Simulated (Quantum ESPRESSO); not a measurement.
# CrO2: parallel and opposed starts, part 2 of 3

A self-consistent run ends on one state, which hangs on the start. Several orders of CrO2 are started in Quantum ESPRESSO and their energies compared.

Quantum ESPRESSO 7.5; PBE with U = 3.5 eV on Cr d (ortho-atomic projectors); plane waves with GBRV 1.5 PBE potentials, no spin-orbit coupling.

So far, largest spin moment in the atom's sphere (μB): step 2 (start 1: ferro ++) 2.00.

### 3. Run 2, typed as antiferro q=(0,1/2,1/2) +−+−

This order needs a doubled cell of 12 atoms. The wavevector q is in fractions of the reciprocal vectors of the crystal's primitive cell, as the cells of these inputs are built from it; moments change sign between cells as cos(2π q·R).

pw.in

```
&CONTROL
  calculation = 'scf'
  prefix = 'pwscf'
  outdir = './tmp'
  pseudo_dir = './pseudo'
  disk_io = 'nowf'
/
&SYSTEM
  ibrav = 0
  celldm(1) = 8
  nat = 12
  ntyp = 3
  ecutwfc = 40
  ecutrho = 280
  nbnd = 68
  occupations = 'smearing'
  smearing = 'fd'
  degauss = 0.00367493
  nspin = 2
  starting_magnetization(1) = 0.2143
  starting_magnetization(2) = -0.2143
  starting_magnetization(3) = 0
/
&ELECTRONS
  conv_thr = 2.4d-08
  electron_maxstep = 150
  mixing_beta = 0.3
/
ATOMIC_SPECIES
Cr1    51.9961 cr_pbe_v1.5.uspp.F.UPF
Cr2    51.9961 cr_pbe_v1.5.uspp.F.UPF
O      15.9990 o_pbe_v1.2.uspp.F.UPF
CELL_PARAMETERS alat
   1.0443098996213    0.0000000000000    0.0000000000000
   0.0000000000000    2.0886197992426    0.0000000000000
   0.0000000000000    1.0443098996213    0.6890413881917
ATOMIC_POSITIONS crystal
Cr1     0.0000000000    0.0000000000    0.0000000000
Cr2     0.0000000000    0.5000000000    0.0000000000
Cr1     0.5000000000    0.0000000000    0.5000000000
Cr2     0.5000000000    0.5000000000    0.5000000000
O       0.3010000000    0.1505000000    0.0000000000
O       0.3010000000    0.6505000000    0.0000000000
O       0.1990000000    0.1505000000    0.5000000000
O       0.1990000000    0.6505000000    0.5000000000
O       0.6990000000    0.3495000000    0.0000000000
O       0.6990000000    0.8495000000    0.0000000000
O       0.8010000000    0.8495000000    0.5000000000
O       0.8010000000    0.3495000000    0.5000000000
K_POINTS automatic
8 4 8 0 0 0
HUBBARD {ortho-atomic}
U Cr1-3d 3.5000
U Cr2-3d 3.5000
```

On the command line:

```sh
$ OMP_NUM_THREADS=1 mpirun -n 4 pw.x -nk 4 -in pw.in > pw.out
```

The log of the run:

```text
[banner, memory and clock lines left out]
Program PWSCF v.7.5 starts

     Message from routine setup:
     using ibrav=0 with symmetry is DISCOURAGED, use correct ibrav instead

     bravais-lattice index     =            0
     lattice parameter (alat)  =       8.0000  a.u.
     unit-cell volume          =     769.4919 (a.u.)^3
     number of atoms/cell      =           12
     number of atomic types    =            3
     number of electrons       =       104.00
     number of Kohn-Sham states=           68
     kinetic-energy cutoff     =      40.0000  Ry
     charge density cutoff     =     280.0000  Ry
     scf convergence threshold =      2.4E-08
     mixing beta               =       0.3000
     number of iterations used =            8  plain     mixing
     Exchange-correlation= SLA  PW   PBE  PBE
                           (   1   4   3   4   0   0   0)
     Hubbard projectors: ortho-atomic
     Hubbard parameters of DFT+U (Dudarev formulation) in eV:
     U(Cr1-3d) =  3.5000
     U(Cr2-3d) =  3.5000

     Internal variables: lda_plus_u =T, lda_plus_u_kind = 0

     Internal variables: orbital_resolved =F, hub_pot_fix =F, apply_U = F

     celldm(1)=   8.000000  celldm(2)=   0.000000  celldm(3)=   0.000000
     celldm(4)=   0.000000  celldm(5)=   0.000000  celldm(6)=   0.000000

     crystal axes: (cart. coord. in units of alat)
               a(1) = (   1.044310   0.000000   0.000000 )
               a(2) = (   0.000000   2.088620   0.000000 )
               a(3) = (   0.000000   1.044310   0.689041 )

     reciprocal axes: (cart. coord. in units 2 pi/alat)
               b(1) = (  0.957570  0.000000  0.000000 )
               b(2) = (  0.000000  0.478785 -0.725646 )
               b(3) = (  0.000000  0.000000  1.451292 )

     PseudoPot. # 1 for Cr read from file:
     cr_pbe_v1.5.uspp.F.UPF
     Pseudo is Ultrasoft + core correction, Zval = 14.0

     PseudoPot. # 2 for Cr read from file:
     cr_pbe_v1.5.uspp.F.UPF
     Pseudo is Ultrasoft + core correction, Zval = 14.0

     PseudoPot. # 3 for O  read from file:
     o_pbe_v1.2.uspp.F.UPF
     Pseudo is Ultrasoft + core correction, Zval =  6.0

     atomic species   valence    mass     pseudopotential
     Cr1              14.00    51.99610     Cr( 1.00)
     Cr2              14.00    51.99610     Cr( 1.00)
     O                 6.00    15.99900     O ( 1.00)

     Starting magnetic structure
     atomic species   magnetization
     Cr1             0.214
     Cr2            -0.214
     O               0.000

      4 Sym. Ops., with inversion, found ( 2 have fractional translation)

   Cartesian axes

     site n.     atom                  positions (alat units)
         1        Cr1    tau(   1) = (   0.0000000   0.0000000   0.0000000  )
         2        Cr2    tau(   2) = (   0.0000000   1.0443099   0.0000000  )
         3        Cr1    tau(   3) = (   0.5221549   0.5221549   0.3445207  )
         4        Cr2    tau(   4) = (   0.5221549   1.5664648   0.3445207  )
         5        O      tau(   5) = (   0.3143373   0.3143373   0.0000000  )
         6        O      tau(   6) = (   0.3143373   1.3586472   0.0000000  )
         7        O      tau(   7) = (   0.2078177   0.8364922   0.3445207  )
         8        O      tau(   8) = (   0.2078177   1.8808021   0.3445207  )
         9        O      tau(   9) = (   0.7299726   0.7299726   0.0000000  )
        10        O      tau(  10) = (   0.7299726   1.7742825   0.0000000  )
        11        O      tau(  11) = (   0.8364922   2.2964375   0.3445207  )
        12        O      tau(  12) = (   0.8364922   1.2521276   0.3445207  )

     number of k points=    90  Fermi-Dirac smearing, width (Ry)=  0.0037
                       cart. coord. in units 2pi/alat
        k(    1) = (   0.0000000   0.0000000   0.0000000), wk =   0.0039062
        k(    2) = (   0.0000000   0.0000000   0.1814115), wk =   0.0078125
        k(    3) = (   0.0000000   0.0000000   0.3628229), wk =   0.0078125
        k(    4) = (   0.0000000   0.0000000   0.5442344), wk =   0.0078125
        k(    5) = (   0.0000000   0.0000000  -0.7256458), wk =   0.0039062
        [... 85 further k-points ...]

     Dense  grid:    60937 G-vectors     FFT dimensions: (  48,  90,  54)

     Smooth grid:    26327 G-vectors     FFT dimensions: (  36,  72,  48)

     Check: negative core charge=   -0.000008
     Generating pointlists ...
     new r_m :   0.1834 (alat units)  1.4670 (a.u.) for type    1
     new r_m :   0.1834 (alat units)  1.4670 (a.u.) for type    2
     new r_m :   0.1834 (alat units)  1.4670 (a.u.) for type    3

     Initial potential from superposition of free atoms

     starting charge      99.9999, renormalised to     104.0000

     negative rho (up, down):  2.927E-03 2.927E-03

     STARTING HUBBARD OCCUPATIONS:

     =================== HUBBARD OCCUPATIONS ===================
     ------------------------ ATOM    1 ------------------------
     Tr[ns(  1)] (up, down, total) =   3.40000  0.00000  3.40000
     Atomic magnetic moment for atom   1 =   3.40000
     [... lines left out ...]
     ------------------------ ATOM    2 ------------------------
     Tr[ns(  2)] (up, down, total) =   0.00000  3.40000  3.40000
     Atomic magnetic moment for atom   2 =  -3.40000
     [... lines left out ...]
     ------------------------ ATOM    3 ------------------------
     Tr[ns(  3)] (up, down, total) =   3.40000  0.00000  3.40000
     Atomic magnetic moment for atom   3 =   3.40000
     [... lines left out ...]
     ------------------------ ATOM    4 ------------------------
     Tr[ns(  4)] (up, down, total) =   0.00000  3.40000  3.40000
     Atomic magnetic moment for atom   4 =  -3.40000
     [... lines left out ...]
     Number of occupied Hubbard levels =   13.6000

     Atomic wfc used for Hubbard projectors are orthogonalized

     Starting wfcs are   72 randomized atomic wfcs

     Self-consistent Calculation

     iteration #  1     ecut=    40.00 Ry     beta= 0.30
     Davidson diagonalization with overlap
     ethr =  1.00E-02,  avg # of iterations =  2.7

     =================== HUBBARD OCCUPATIONS ===================
     ------------------------ ATOM    1 ------------------------
     Tr[ns(  1)] (up, down, total) =   2.51071  0.40047  2.91118
     Atomic magnetic moment for atom   1 =   2.11023
     [... lines left out ...]
     ------------------------ ATOM    2 ------------------------
     Tr[ns(  2)] (up, down, total) =   0.40049  2.51062  2.91110
     Atomic magnetic moment for atom   2 =  -2.11013
     [... lines left out ...]
     ------------------------ ATOM    3 ------------------------
     Tr[ns(  3)] (up, down, total) =   2.51071  0.40047  2.91118
     Atomic magnetic moment for atom   3 =   2.11023
     [... lines left out ...]
     ------------------------ ATOM    4 ------------------------
     Tr[ns(  4)] (up, down, total) =   0.40049  2.51062  2.91110
     Atomic magnetic moment for atom   4 =  -2.11013
     [... lines left out ...]
     Number of occupied Hubbard levels =   11.6446

     negative rho (up, down):  4.125E-03 4.125E-03

     total energy              =    -958.43596407 Ry
     estimated scf accuracy    <       7.07013634 Ry

     total magnetization       =     0.00 Bohr mag/cell
     absolute magnetization    =     8.86 Bohr mag/cell

     iteration #  2     ecut=    40.00 Ry     beta= 0.30
     Davidson diagonalization with overlap
     ethr =  6.80E-03,  avg # of iterations =  2.3

     negative rho (up, down):  4.029E-03 4.029E-03

     total energy              =    -959.70398223 Ry
     estimated scf accuracy    <       1.50638323 Ry

     total magnetization       =     0.00 Bohr mag/cell
     absolute magnetization    =    10.94 Bohr mag/cell

     [... further iterations left out ...]

     iteration # 20     ecut=    40.00 Ry     beta= 0.30
     Davidson diagonalization with overlap
     ethr =  2.55E-10,  avg # of iterations =  2.0

     negative rho (up, down):  5.835E-03 5.836E-03

     total energy              =    -960.04378210 Ry
     estimated scf accuracy    <       0.00000015 Ry

     total magnetization       =    -0.00 Bohr mag/cell
     absolute magnetization    =     9.79 Bohr mag/cell

     iteration # 21     ecut=    40.00 Ry     beta= 0.30
     Davidson diagonalization with overlap
     ethr =  1.44E-10,  avg # of iterations =  2.0

     negative rho (up, down):  5.835E-03 5.835E-03

     Magnetic moment per site  (integrated on atomic sphere of radius R)
     atom   1 (R=0.183)  charge= 10.5120  magn=  1.8077
     atom   2 (R=0.183)  charge= 10.5120  magn= -1.8077
     atom   3 (R=0.183)  charge= 10.5120  magn=  1.8077
     atom   4 (R=0.183)  charge= 10.5120  magn= -1.8077
     atom   5 (R=0.183)  charge=  5.2441  magn= -0.0771
     atom   6 (R=0.183)  charge=  5.2441  magn=  0.0771
     atom   7 (R=0.183)  charge=  5.2441  magn= -0.0771
     atom   8 (R=0.183)  charge=  5.2441  magn=  0.0771
     atom   9 (R=0.183)  charge=  5.2441  magn=  0.0771
     atom  10 (R=0.183)  charge=  5.2441  magn= -0.0771
     atom  11 (R=0.183)  charge=  5.2441  magn= -0.0771
     atom  12 (R=0.183)  charge=  5.2441  magn=  0.0771

     End of self-consistent calculation

     =================== HUBBARD OCCUPATIONS ===================
     ------------------------ ATOM    1 ------------------------
     Tr[ns(  1)] (up, down, total) =   3.12185  0.88203  4.00388
     Atomic magnetic moment for atom   1 =   2.23983
     [... lines left out ...]
     ------------------------ ATOM    2 ------------------------
     Tr[ns(  2)] (up, down, total) =   0.88202  3.12183  4.00385
     Atomic magnetic moment for atom   2 =  -2.23981
     [... lines left out ...]
     ------------------------ ATOM    3 ------------------------
     Tr[ns(  3)] (up, down, total) =   3.12185  0.88203  4.00388
     Atomic magnetic moment for atom   3 =   2.23983
     [... lines left out ...]
     ------------------------ ATOM    4 ------------------------
     Tr[ns(  4)] (up, down, total) =   0.88202  3.12183  4.00385
     Atomic magnetic moment for atom   4 =  -2.23981
     [... lines left out ...]
     Number of occupied Hubbard levels =   16.0155

     Number of k-points >= 100: set verbosity='high' to print the bands.

     the Fermi energy is    10.1892 ev

!    total energy              =    -960.04378314 Ry
     estimated scf accuracy    <       0.00000002 Ry
     smearing contrib. (-TS)   =      -0.00027346 Ry
     internal energy E=F+TS    =    -960.04350968 Ry

     The total energy is F=E-TS. E is the sum of the following terms:
     one-electron contribution =    -404.45724943 Ry
     hartree contribution      =     255.02392670 Ry
     xc contribution           =    -148.08115389 Ry
     ewald contribution        =    -663.27270673 Ry
     Hubbard energy            =       0.74367367 Ry

     total magnetization       =     0.00 Bohr mag/cell
     absolute magnetization    =     9.79 Bohr mag/cell

     convergence has been achieved in  21 iterations
```

Elapsed: 5.1 min, on 4 MPI ranks of Intel Xeon 6975P-C (Granite Rapids), shared host; peak memory 1.4 GiB.

Spin moment in the atom's sphere by atom:

| atom | spin moment in the atom's sphere (μB) |
| --- | --- |
| Cr1 | 1.81 |
| Cr2 | -1.81 |
| Cr3 | 1.81 |
| Cr4 | -1.81 |
| O5 | -0.08 |
| O6 | 0.08 |
| O7 | -0.08 |
| O8 | 0.08 |
| O9 | 0.08 |
| O10 | -0.08 |
| O11 | -0.08 |
| O12 | 0.08 |

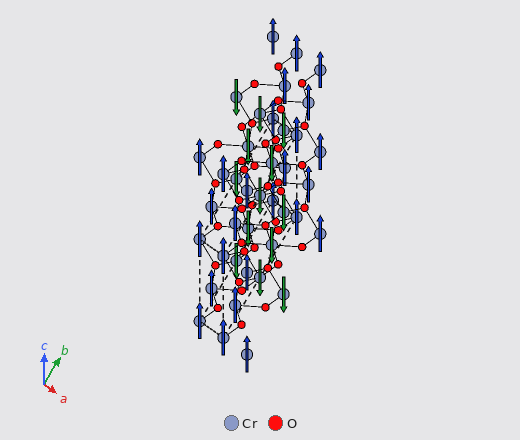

Spin moment in the atom's sphere as arrows, the longest 1.81 μB. Up and down stand for the sign. Arrows give size and sign along the axis of quantisation, drawn up and down the page. The two directions have two colours. Bonds to atoms that aren't drawn are left out. 2×1×2 cells are drawn. Some periodic images of atoms are drawn too.

Numbers from this step:

```
smearing term TS       : 0.003721 eV
magnetization          : 0 μB
absolute magnetization : 9.787 μB
final state            : antiferromagnetic
```

### 4. Run 3 (antiferro q=(1/2,1/2,1/2) +−+−)

This order needs a doubled cell of 12 atoms.

pw.in

```
&CONTROL
  calculation = 'scf'
  prefix = 'pwscf'
  outdir = './tmp'
  pseudo_dir = './pseudo'
  disk_io = 'nowf'
/
&SYSTEM
  ibrav = 0
  celldm(1) = 8
  nat = 12
  ntyp = 3
  ecutwfc = 40
  ecutrho = 280
  nbnd = 68
  occupations = 'smearing'
  smearing = 'fd'
  degauss = 0.00367493
  nspin = 2
  starting_magnetization(1) = 0.2143
  starting_magnetization(2) = -0.2143
  starting_magnetization(3) = 0
/
&ELECTRONS
  conv_thr = 2.4d-08
  electron_maxstep = 150
  mixing_beta = 0.3
/
ATOMIC_SPECIES
Cr1    51.9961 cr_pbe_v1.5.uspp.F.UPF
Cr2    51.9961 cr_pbe_v1.5.uspp.F.UPF
O      15.9990 o_pbe_v1.2.uspp.F.UPF
CELL_PARAMETERS alat
   2.0886197992426    0.0000000000000    0.0000000000000
   1.0443098996213    1.0443098996213    0.0000000000000
   1.0443098996213    0.0000000000000    0.6890413881917
ATOMIC_POSITIONS crystal
Cr1     0.0000000000    0.0000000000    0.0000000000
Cr2     0.5000000000    0.0000000000    0.0000000000
Cr1     0.7500000000    0.5000000000    0.5000000000
Cr2     0.2500000000    0.5000000000    0.5000000000
O       0.0000000000    0.3010000000    0.0000000000
O       0.5000000000    0.3010000000    0.0000000000
O       0.4490000000    0.8010000000    0.5000000000
O       0.9490000000    0.8010000000    0.5000000000
O       0.0000000000    0.6990000000    0.0000000000
O       0.5000000000    0.6990000000    0.0000000000
O       0.0510000000    0.1990000000    0.5000000000
O       0.5510000000    0.1990000000    0.5000000000
K_POINTS automatic
4 8 8 0 0 0
HUBBARD {ortho-atomic}
U Cr1-3d 3.5000
U Cr2-3d 3.5000
```

The log of the run:

```text
     [... lines left out ...]
Program PWSCF v.7.5 starts
     [... lines left out ...]
     number of atoms/cell      =           12
     [... lines left out ...]
     number of electrons       =       104.00
     number of Kohn-Sham states=           68
     kinetic-energy cutoff     =      40.0000  Ry
     charge density cutoff     =     280.0000  Ry
     scf convergence threshold =      2.4E-08
     [... lines left out ...]
      8 Sym. Ops. (no inversion) found ( 4 have fractional translation)
     [... lines left out ...]
     number of k points=    39  Fermi-Dirac smearing, width (Ry)=  0.0037
     [... lines left out ...]
     iteration # 17     ecut=    40.00 Ry     beta= 0.30
     [... lines left out ...]
     Magnetic moment per site  (integrated on atomic sphere of radius R)
     atom   1 (R=0.183)  charge= 10.5128  magn=  1.8129
     atom   2 (R=0.183)  charge= 10.5128  magn= -1.8129
     atom   3 (R=0.183)  charge= 10.5128  magn=  1.8129
     atom   4 (R=0.183)  charge= 10.5128  magn= -1.8130
     atom   5 (R=0.183)  charge=  5.2446  magn= -0.0792
     atom   6 (R=0.183)  charge=  5.2446  magn=  0.0792
     atom   7 (R=0.183)  charge=  5.2446  magn= -0.0792
     atom   8 (R=0.183)  charge=  5.2445  magn=  0.0792
     atom   9 (R=0.183)  charge=  5.2446  magn= -0.0792
     atom  10 (R=0.183)  charge=  5.2446  magn=  0.0792
     atom  11 (R=0.183)  charge=  5.2446  magn= -0.0792
     atom  12 (R=0.183)  charge=  5.2445  magn=  0.0792
     [... lines left out ...]
     Tr[ns(  1)] (up, down, total) =   3.12644  0.87841  4.00486
     [... lines left out ...]
     Tr[ns(  2)] (up, down, total) =   0.87842  3.12647  4.00488
     [... lines left out ...]
     Tr[ns(  3)] (up, down, total) =   3.12644  0.87841  4.00486
     [... lines left out ...]
     Tr[ns(  4)] (up, down, total) =   0.87842  3.12647  4.00488
     [... lines left out ...]
     the Fermi energy is    10.1669 ev
!    total energy              =    -960.04489680 Ry
     estimated scf accuracy    <       0.00000001 Ry
     smearing contrib. (-TS)   =      -0.00022850 Ry
     [... lines left out ...]
     total magnetization       =    -0.00 Bohr mag/cell
     absolute magnetization    =     9.82 Bohr mag/cell
     convergence has been achieved in  17 iterations
```

Wall time 2.5 min (4 MPI ranks); peak memory 1.1 GiB.

Spin moment in the atom's sphere by atom:

```csv
atom,spin moment in the atom's sphere (μB)
Cr1,1.81
Cr2,-1.81
Cr3,1.81
Cr4,-1.81
O5,-0.08
O6,0.08
O7,-0.08
O8,0.08
O9,-0.08
O10,0.08
O11,-0.08
O12,0.08
```

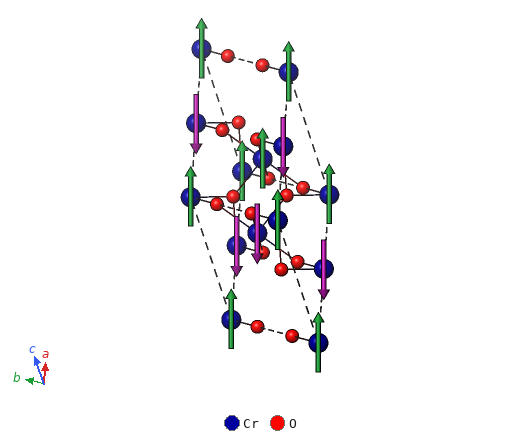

Spin moment in the atom's sphere as arrows, the longest 1.81 μB. Up and down stand for the sign. Arrows give size and sign along the axis of quantisation, drawn up and down the page. The two directions have two colours. Some periodic images of atoms are drawn too.

Read from the output:

```
smearing term TS       : 0.003109 eV
magnetization          : 0 μB
absolute magnetization : 9.818 μB
final state            : antiferromagnetic
```

[end of part 2 of 3]

[Logs and program files are shortened in this print: banners, set-up blocks, solver, clock and traceback lines can be left out without a mark of their own.]

[Logs are printed without paths, hosts, clocks, repeated set-up lines and the standing remarks that a program may print on its own settings, such as how far it seeks lower states.]

[Hosts, paths, dates, database ids (printed as entryN), source tags and the programs' standing remarks are cut or masked in the printed files.]

[Where a cell is said to come from a database of computed structures, the database is the Materials Project.]
